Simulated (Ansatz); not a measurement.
Consider HfSi$_{3}$O$_{8}$.

Input

```
crystal:
  lattice:
    - [3.0424811298, -3.1724251457, 0.0]
    - [3.0424811298, 3.1724251457, 0.0]
    - [0.0, 0.0, 5.7315195781]
  atoms:
    - { symbol: Hf, position: [0.5, 0.5, 0.5] }
    - { symbol: Si, position: [0.0, 0.0, 0.7627479465] }
    - { symbol: Si, position: [0.0, 0.0, 0.2372520535] }
    - { symbol: Si, position: [0.5, 0.5, 0.0] }
    - { symbol: O, position: [0.7043344776, 0.7043344776, 0.7793846039] }
    - { symbol: O, position: [0.7043344776, 0.7043344776, 0.2206153961] }
    - { symbol: O, position: [0.80628606, 0.19371394, 0.0] }
    - { symbol: O, position: [0.8257257626, 0.1742742374, 0.5] }
    - { symbol: O, position: [0.2956655224, 0.2956655224, 0.7793846039] }
    - { symbol: O, position: [0.2956655224, 0.2956655224, 0.2206153961] }
    - { symbol: O, position: [0.19371394, 0.80628606, 0.0] }
    - { symbol: O, position: [0.1742742374, 0.8257257626, 0.5] }
basis:
  ecutwfc: 420
kpoints:
  mp_grid: { grid: [6, 6, 4] }
hamiltonian:
  xc: pbe
scf:
  occupations: { method: gaussian, width: 0.02 }
output:
  forces: true
  stress: true
  eigenvalues: true
  write_density: true
  write_potential: true
  elf: true
  volumetric_format: npy
relax:
  adjacent_minimum: "off"
  f_tol: 0.01
  max_steps: 80
  cell: { stress_tol: 0.05 }
```

Run with:

```sh
ansatz run input.yaml --threads 1 --pin off --max-ram 2560MiB --backend cpu --events-out ev --progress --plain --runs-dir out
```

Below, planes, directions and counts refer to the conventional cell (a = 6.09 Å, b = 6.35 Å, c = 5.73 Å, α = 90.00°, β = 90.00°, γ = 90.00°).

The fields are those of the relaxed geometry.

Space group Cmmm; a structure generated by program, which may or may not match a known phase.

Theory: DFT PBE, scalar-relativistic, plane waves, PAW (Ansatz).

Question: What will maps of the valence pseudo-density and electron localisation function show?

Answer: Si–O (1.83 Å): ρ at the midpoint is about 0.83 e/Å³; the ELF peaks at about 0.85 between the atoms.
Si–O (1.94 Å): ρ at the midpoint is about 0.64 e/Å³; the ELF peaks at about 0.85 between the atoms.

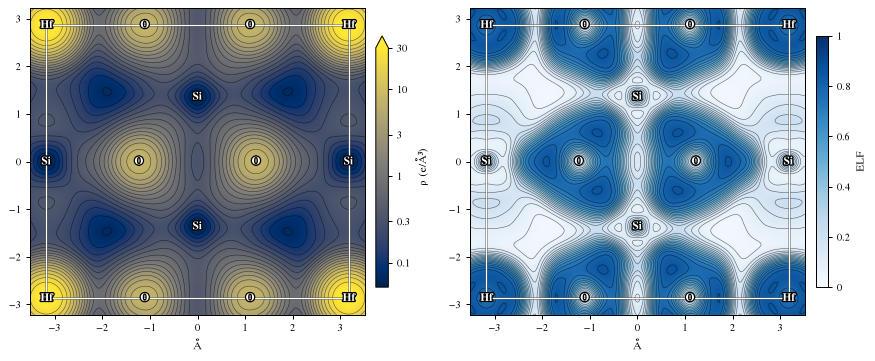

Computed valence pseudo-density and electron localisation function on the (100) plane of the conventional cell, in this order. 

The density is the valence pseudo-density of a PAW calculation; it isn't the true density close to the nuclei.
